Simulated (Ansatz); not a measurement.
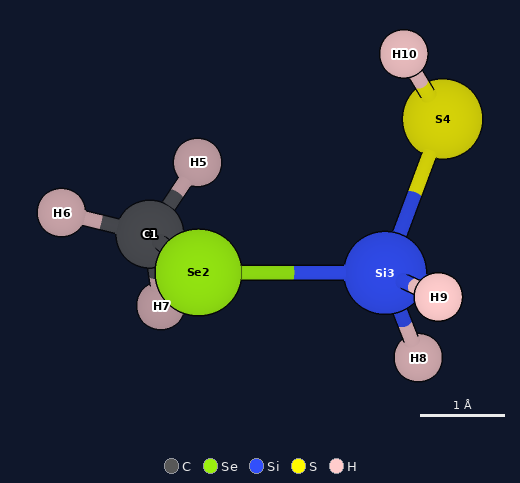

The structure as given in the input (ball-and-stick view, seen at a tilt; atoms are numbered from 1 in the order of the input). Bond lengths as drawn: C–H 1.10 Å, C–Se 1.98 Å, H–S 1.35 Å, H–Si 1.49 Å, Se–Si 2.28 Å and S–Si 2.16 Å.

**Nudged elastic band, with input and output: CH6SSeSi**

CH6SSeSi, computed with RKS B3LYP-D4/def2-SVP (Ansatz 0.2.0).

It belongs to a series of runs on one base structure; here: band between the two ends. Figures and captions count atoms from 1; the log counts them from 0 in places.

Log
```
Engine: ansatz 0.2.0, x86_64-unknown-linux-gnu
Functional definition: B3LYP
  parameter a0 = 0.2
  parameter ax = 0.72
  parameter ac = 0.81
  exchange = (1 - a0 - ax)*slater_x + ax*b88_x + a0*exact_x
  correlation = (1 - ac)*vwn_rpa_c + ac*lyp_c
1168 factors; integrals over basis functions are off by at most 3.4e-4 eV
mean field evaluation 1: about -85182.2877 eV, gradient 4.0e1 eV
mean field evaluation 2: about -85179.0438 eV, gradient 5.0e1 eV
mean field evaluation 4: about -85186.1937 eV, gradient 1.3e0 eV
mean field evaluation 8: about -85186.2072 eV, gradient 2.5e-2 eV
mean field -85186.20724147 eV, -3130.5353748387 hartree, gradient 1.6e-5 eV, S^2 0.000000; 0 other end points of the search recorded, 0 dependent functions left out
the calculation of the forces begins
reference -85186.20749255 eV, -3130.5353840660 hartree; 38, 38 occupied and 74, 74 virtual orbitals, 1168 factors
1168 factors; integrals over basis functions are off by at most 9.4e-4 eV
mean field evaluation 16: about -85182.2359 eV, gradient 4.0e1 eV
mean field -85186.14919351 eV, -3130.5332416159 hartree, gradient 5.3e-5 eV, S^2 0.000000; 0 other end points of the search recorded, 0 dependent functions left out
[... from here on the field's lines of each further geometry are left out, up to the last ...]
NEB iter   1: max|band force component| = 7.104e0 eV/Å  barrier→ = 1.9582 eV  barrier← = 1.8998 eV  Δτ_max = 0.2000 Å  (174 SCF iters)
NEB iter   2: max|band force component| = 1.366e0 eV/Å  barrier→ = 0.3108 eV  barrier← = 0.2524 eV  Δτ_max = 0.1989 Å  (136 SCF iters)
NEB iter   3: max|band force component| = 4.994e-1 eV/Å  barrier→ = 0.1514 eV  barrier← = 0.0930 eV  CI = image 3  Δτ_max = 0.1411 Å  (136 SCF iters)
NEB iter   4: max|band force component| = 2.657e-1 eV/Å  barrier→ = 0.1351 eV  barrier← = 0.0768 eV  CI = image 3  Δτ_max = 0.0728 Å  (126 SCF iters)
NEB iter   5: max|band force component| = 9.494e-2 eV/Å  barrier→ = 0.1324 eV  barrier← = 0.0741 eV  CI = image 3  Δτ_max = 0.0520 Å  (128 SCF iters)
NEB iter   6: max|band force component| = 8.700e-2 eV/Å  barrier→ = 0.1321 eV  barrier← = 0.0738 eV  CI = image 3  Δτ_max = 0.0441 Å  (124 SCF iters)
NEB iter   7: max|band force component| = 7.914e-2 eV/Å  barrier→ = 0.1320 eV  barrier← = 0.0736 eV  CI = image 3  Δτ_max = 0.0475 Å  (124 SCF iters)
NEB iter   8: max|band force component| = 8.886e-2 eV/Å  barrier→ = 0.1317 eV  barrier← = 0.0734 eV  CI = image 3  Δτ_max = 0.0238 Å  (124 SCF iters)
NEB iter   9: max|band force component| = 5.173e-2 eV/Å  barrier→ = 0.1316 eV  barrier← = 0.0733 eV  CI = image 3  Δτ_max = 0.0238 Å  (122 SCF iters)
the calculation of the forces begins
reference -85186.14139950 eV, -3130.5329551913 hartree; 38, 38 occupied and 74, 74 virtual orbitals, 1168 factors
1168 factors; integrals over basis functions are off by at most 5.2e-4 eV
mean field evaluation 416: about -85185.9607 eV, gradient 5.5e0 eV
mean field -85186.07049836 eV, -3130.5303496222 hartree, gradient 5.7e-5 eV, S^2 0.000000; 1 other end points of the search recorded, 0 dependent functions left out
the calculation of the forces begins
reference -85186.07074895 eV, -3130.5303588312 hartree; 38, 38 occupied and 74, 74 virtual orbitals, 1168 factors
NEB iter  10: max|band force component| = 3.669e-2 eV/Å  barrier→ = 0.1316 eV  barrier← = 0.0732 eV  CI = image 3  Δτ_max = 0.0000 Å  (255 SCF iters)
```

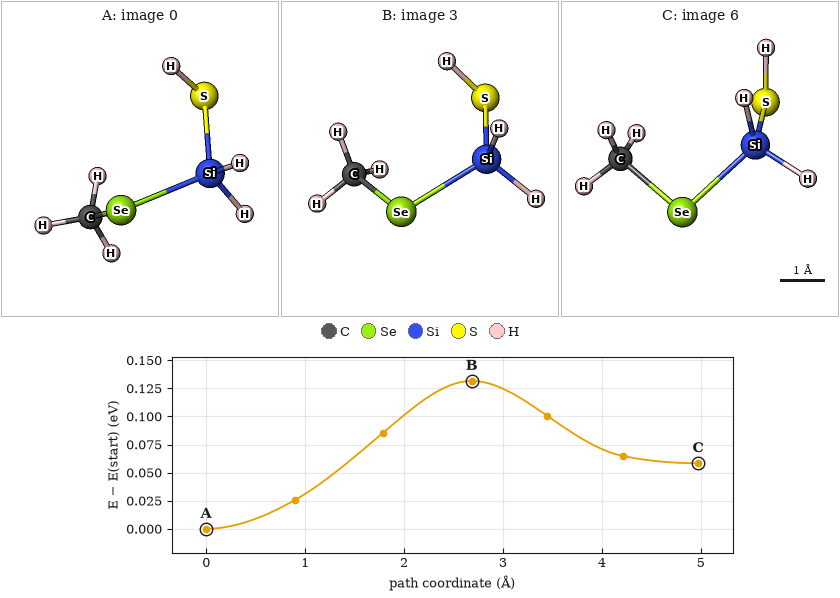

Images of the last band (counted from 0; ball-and-stick, seen at a tilt) above the energy along the path; the line is a cubic interpolation that uses the forces. The highest image is number 3, 0.132 eV above the start and 0.073 eV above the end (the climbing image); the end lies 0.058 eV above the start. The path is 4.97 Å long. The band converged in 10 iterations.

```
Total energy: -85186.52146831 eV, -3130.5469224624 hartree
Atom 0 at    -0.951892     1.354792    -0.554672 Å, force    -0.007575    -0.002433     0.014736 eV/Å
Atom 1 at    -1.123515     0.443792     1.191813 Å, force     0.006525    -0.002859    -0.008499 eV/Å
Atom 2 at     0.417762    -1.253361     0.913519 Å, force    -0.002156    -0.002188    -0.005224 eV/Å
Atom 3 at     1.293930    -1.300885    -1.063312 Å, force    -0.005768     0.000695     0.012085 eV/Å
Atom 4 at    -0.037541     1.960315    -0.585630 Å, force     0.003037     0.004941    -0.003395 eV/Å
Atom 5 at    -1.830637     2.008445    -0.631944 Å, force    -0.000335     0.003143    -0.004969 eV/Å
Atom 6 at    -0.952566     0.622773    -1.370314 Å, force     0.000881    -0.000899    -0.003580 eV/Å
Atom 7 at    -0.242956    -2.579461     1.054871 Å, force     0.000519    -0.001432    -0.000600 eV/Å
Atom 8 at     1.486495    -1.134923     1.945269 Å, force     0.003652    -0.000204     0.001310 eV/Å
Atom 9 at     2.024020    -0.172887    -0.896699 Å, force     0.001219     0.001236    -0.001865 eV/Å
Dipole moment:     0.131486     0.201482    -0.112702 e Å
this run last wrote the band of iteration 10 to [file]
```

The last band as extended XYZ (Å, eV, eV/Å)
```
10
Properties=species:S:1:pos:R:3:forces:R:3 image=0 energy=-85186.65282
C    -1.2314    1.1570   -0.5835    0.0024  -0.0052   0.0097
Se   -0.5078    0.8691    1.2353   -0.0008  -0.0004  -0.0021
Si    0.5401   -1.1146    0.8024    0.0008   0.0009  -0.0008
S     1.9186   -0.9883   -0.8608   -0.0016   0.0000   0.0018
H    -0.4333    1.0157   -1.3233    0.0038   0.0009  -0.0048
H    -1.5937    2.1924   -0.6160   -0.0020   0.0071  -0.0019
H    -2.0622    0.4664   -0.7774   -0.0030  -0.0026  -0.0010
H    -0.4007   -2.1869    0.3749    0.0002  -0.0004  -0.0003
H     1.2085   -1.4852    2.0803   -0.0001   0.0001  -0.0002
H     2.6451    0.0232   -0.3292    0.0004  -0.0003  -0.0005
10
Properties=species:S:1:pos:R:3:forces:R:3 image=1 energy=-85186.62723
C    -1.1346    1.2089   -0.5907   -0.0206   0.0181   0.0049
Se   -0.5648    0.8348    1.2664    0.0180  -0.0112  -0.0231
Si    0.4957   -1.1500    0.8546    0.0213   0.0054   0.0206
S     1.7312   -1.0864   -0.9181    0.0051   0.0141   0.0107
H    -0.2620    1.4816   -1.1957   -0.0011  -0.0180  -0.0188
H    -1.8370    2.0507   -0.5361    0.0056   0.0057   0.0021
H    -1.6379    0.3383   -1.0292   -0.0264  -0.0102   0.0115
H    -0.4347   -2.2765    0.5669   -0.0172   0.0094  -0.0172
H     1.2672   -1.4328    2.0969   -0.0045  -0.0162   0.0033
H     2.4599   -0.0201   -0.5120    0.0199   0.0028   0.0059
10
Properties=species:S:1:pos:R:3:forces:R:3 image=2 energy=-85186.56721
C    -1.0389    1.2842   -0.5881   -0.0110  -0.0075   0.0050
Se   -0.7641    0.6931    1.2803    0.0399   0.0172  -0.0118
Si    0.4572   -1.2159    0.9020    0.0055   0.0114   0.0151
S     1.5081   -1.1858   -0.9857    0.0074   0.0134   0.0191
H    -0.1497    1.8277   -0.9294   -0.0117  -0.0045  -0.0325
H    -1.9067    1.9561   -0.5742   -0.0072   0.0044   0.0040
H    -1.2340    0.4344   -1.2523   -0.0195  -0.0153   0.0148
H    -0.3692   -2.4506    0.8002   -0.0168   0.0069  -0.0310
H     1.3712   -1.3364    2.0721   -0.0034  -0.0326   0.0073
H     2.2091   -0.0580   -0.7220    0.0168   0.0066   0.0100
10
Properties=species:S:1:pos:R:3:forces:R:3 image=3 energy=-85186.52122
C    -0.9519    1.3548   -0.5547   -0.0076  -0.0024   0.0147
Se   -1.1235    0.4438    1.1918    0.0065  -0.0029  -0.0085
Si    0.4178   -1.2534    0.9135   -0.0022  -0.0022  -0.0052
S     1.2939   -1.3009   -1.0633   -0.0058   0.0007   0.0121
H    -0.0375    1.9603   -0.5856    0.0030   0.0049  -0.0034
H    -1.8306    2.0084   -0.6319   -0.0003   0.0031  -0.0050
H    -0.9526    0.6228   -1.3703    0.0009  -0.0009  -0.0036
H    -0.2430   -2.5795    1.0549    0.0005  -0.0014  -0.0006
H     1.4865   -1.1349    1.9453    0.0037  -0.0002   0.0013
H     2.0240   -0.1729   -0.8967    0.0012   0.0012  -0.0019
10
Properties=species:S:1:pos:R:3:forces:R:3 image=4 energy=-85186.55218
C    -0.9596    1.3525   -0.5163   -0.0208   0.0334  -0.0088
Se   -1.4597    0.0977    0.9239    0.0042  -0.0400  -0.0145
Si    0.4047   -1.2507    0.8701   -0.0237   0.0002   0.0132
S     1.3361   -1.3416   -1.0836   -0.0141  -0.0145   0.0009
H    -0.1133    1.9877   -0.2250    0.0095   0.0022   0.0349
H    -1.8450    1.9796   -0.6846    0.0029   0.0045  -0.0045
H    -0.7219    0.7876   -1.4256    0.0204   0.0043  -0.0105
H    -0.0573   -2.6270    1.1922    0.0187  -0.0038   0.0176
H     1.4426   -0.8271    1.8532    0.0017   0.0209  -0.0189
H     2.0565   -0.2100   -0.9015    0.0013  -0.0072  -0.0094
10
Properties=species:S:1:pos:R:3:forces:R:3 image=5 energy=-85186.58784
C    -1.0042    1.3552   -0.4680   -0.0009  -0.0355   0.0218
Se   -1.6330   -0.1842    0.6025   -0.0188  -0.0203   0.0019
Si    0.3883   -1.2408    0.7970    0.0207   0.0369  -0.0239
S     1.4349   -1.4082   -1.0983   -0.0053  -0.0109   0.0076
H    -0.3384    1.9977    0.1227    0.0003   0.0112   0.0132
H    -1.9014    1.9187   -0.7551    0.0055  -0.0004  -0.0049
H    -0.4906    0.9839   -1.3640    0.0098   0.0118  -0.0117
H     0.0895   -2.6078    1.3001   -0.0160   0.0170   0.0052
H     1.3089   -0.5269    1.7279    0.0013  -0.0068  -0.0060
H     2.2292   -0.3390   -0.8619    0.0033  -0.0031  -0.0033
10
Properties=species:S:1:pos:R:3:forces:R:3 image=6 energy=-85186.59446
C    -1.1074    1.3684   -0.4384    0.0016   0.0018   0.0017
Se   -1.6720   -0.3204    0.4223    0.0008  -0.0013  -0.0037
Si    0.4138   -1.1925    0.7247   -0.0002   0.0023   0.0016
S     1.4712   -1.2885   -1.1699    0.0083   0.0061   0.0068
H    -0.6630    2.0462    0.3022   -0.0022  -0.0029  -0.0030
H    -2.0135    1.8224   -0.8603    0.0022  -0.0005   0.0004
H    -0.3912    1.1485   -1.2409   -0.0033   0.0018   0.0032
H     0.1816   -2.5405    1.3104    0.0013   0.0019  -0.0009
H     1.2637   -0.3781    1.6407    0.0013  -0.0010  -0.0022
H     2.5999   -0.7170   -0.6879   -0.0099  -0.0081  -0.0039
```

This output came from the following input.

Input file
```yaml
crystal:
  periodic: [false, false, false]
  atoms:
    - { symbol: C, position_ang: [-1.231446, 1.156998, -0.583483] }
    - { symbol: Se, position_ang: [-0.507827, 0.869082, 1.235297] }
    - { symbol: Si, position_ang: [0.540096, -1.114608, 0.802428] }
    - { symbol: S, position_ang: [1.918552, -0.988329, -0.86079] }
    - { symbol: H, position_ang: [-0.433261, 1.015658, -1.323255] }
    - { symbol: H, position_ang: [-1.593704, 2.19237, -0.615953] }
    - { symbol: H, position_ang: [-2.062173, 0.466382, -0.777392] }
    - { symbol: H, position_ang: [-0.400682, -2.18693, 0.374926] }
    - { symbol: H, position_ang: [1.208477, -1.485237, 2.080313] }
    - { symbol: H, position_ang: [2.645068, 0.023214, -0.329191] }
basis:
  gaussian: { orbitals: def2-SVP }
hamiltonian:
  xc: b3lyp
  dispersion: d4
neb:
  order_check: false
  images: 5
  f_tol: 0.05
  max_iterations: 60
  final_atoms:
    - { symbol: C, position_ang: [-1.10744113, 1.3684098, -0.43840322] }
    - { symbol: Se, position_ang: [-1.67199055, -0.32040215, 0.42230241] }
    - { symbol: Si, position_ang: [0.41377315, -1.19246519, 0.72467618] }
    - { symbol: S, position_ang: [1.47122236, -1.28847419, -1.16993791] }
    - { symbol: H, position_ang: [-0.66301175, 2.04624681, 0.30222548] }
    - { symbol: H, position_ang: [-2.01348119, 1.8224048, -0.86028476] }
    - { symbol: H, position_ang: [-0.3911995, 1.14854106, -1.24087324] }
    - { symbol: H, position_ang: [0.18157369, -2.5405226, 1.31044401] }
    - { symbol: H, position_ang: [1.2637472, -0.37809955, 1.64068727] }
    - { symbol: H, position_ang: [2.59990773, -0.7170388, -0.68793622] }
  initial_path:
    images:
      - { positions_ang: [[-1.231446, 1.156998, -0.583483], [-0.507827, 0.869082, 1.235297], [0.540096, -1.114608, 0.802428], [1.918552, -0.988329, -0.86079], [-0.433261, 1.015658, -1.323255], [-1.593704, 2.19237, -0.615953], [-2.062173, 0.466382, -0.777392], [-0.400682, -2.18693, 0.374926], [1.208477, -1.485237, 2.080313], [2.645068, 0.023214, -0.329191]] }
      - { positions_ang: [[-1.10065556, 1.14407945, -0.56020833], [-0.69218328, 0.75203682, 1.25221759], [0.47203978, -1.15227764, 0.82647131], [1.70851991, -0.98190841, -0.94214112], [-0.22690344, 1.15498632, -1.13570176], [-1.57018099, 2.15338211, -0.63388787], [-1.77278534, 0.43696291, -0.9286736], [-0.37998547, -2.27777341, 0.56309307], [1.2889652, -1.38352744, 2.02651541], [2.35626919, 0.10263929, -0.46478471]] }
      - { positions_ang: [[-0.96986512, 1.13116091, -0.53693367], [-0.87653956, 0.63499164, 1.26913819], [0.40398355, -1.18994728, 0.85051463], [1.49848781, -0.97548783, -1.02349224], [-0.02054587, 1.29431465, -0.94814851], [-1.54665797, 2.11439422, -0.65182274], [-1.48339767, 0.40754383, -1.07995521], [-0.35928894, -2.36861682, 0.75126015], [1.3694534, -1.28181789, 1.97271781], [2.06747038, 0.18206457, -0.60037842]] }
      - { positions_ang: [[-0.83907468, 1.11824236, -0.513659], [-1.06089584, 0.51794647, 1.28605878], [0.33592733, -1.22761692, 0.87455794], [1.28845572, -0.96906724, -1.10484335], [0.18581169, 1.43364297, -0.76059527], [-1.52313496, 2.07540633, -0.6697576], [-1.19401001, 0.37812474, -1.23123681], [-0.33859241, -2.45946023, 0.93942722], [1.4499416, -1.18010833, 1.91892022], [1.77867157, 0.26148986, -0.73597212]] }
      - { positions_ang: [[-0.92853016, 1.20163151, -0.48857374], [-1.26459408, 0.23849693, 0.99813999], [0.36187594, -1.21589968, 0.82459736], [1.34937793, -1.07553623, -1.12654154], [-0.09712946, 1.63784425, -0.40632168], [-1.68658371, 1.99107248, -0.73326666], [-0.92640651, 0.63493018, -1.23444895], [-0.16520371, -2.48648102, 1.06309948], [1.3878768, -0.91277207, 1.8261759], [2.05241695, -0.06468636, -0.71996016]] }
      - { positions_ang: [[-1.01798565, 1.28502066, -0.46348848], [-1.46829231, -0.04095261, 0.7102212], [0.38782454, -1.20418243, 0.77463677], [1.41030014, -1.18200521, -1.14823973], [-0.3800706, 1.84204553, -0.0520481], [-1.85003245, 1.90673864, -0.79677571], [-0.658803, 0.89173562, -1.2376611], [0.00818499, -2.51350181, 1.18677174], [1.325812, -0.64543581, 1.73343159], [2.32616234, -0.39086258, -0.70394819]] }
      - { positions_ang: [[-1.10744113, 1.3684098, -0.43840322], [-1.67199055, -0.32040215, 0.42230241], [0.41377315, -1.19246519, 0.72467618], [1.47122236, -1.28847419, -1.16993791], [-0.66301175, 2.04624681, 0.30222548], [-2.01348119, 1.8224048, -0.86028476], [-0.3911995, 1.14854106, -1.24087324], [0.18157369, -2.5405226, 1.31044401], [1.2637472, -0.37809955, 1.64068727], [2.59990773, -0.7170388, -0.68793622]] }
```

Launched with:
```bash
ansatz run input.yaml --threads 2 --pin off --max-ram 3072MiB --backend cpu --events-out ev --progress --plain --runs-dir out
```

Summary

```csv
quantity,value
outcome,converged
"barrier, forward",0.132 eV
"barrier, backward",0.073 eV
hardware,"2 threads of Intel Xeon (Granite Rapids), 16 GiB of memory available, shared host"
wall time,2 min (CPU time 3.8 min)
peak memory,0.3 GiB
```

The order of the saddle point was not checked.
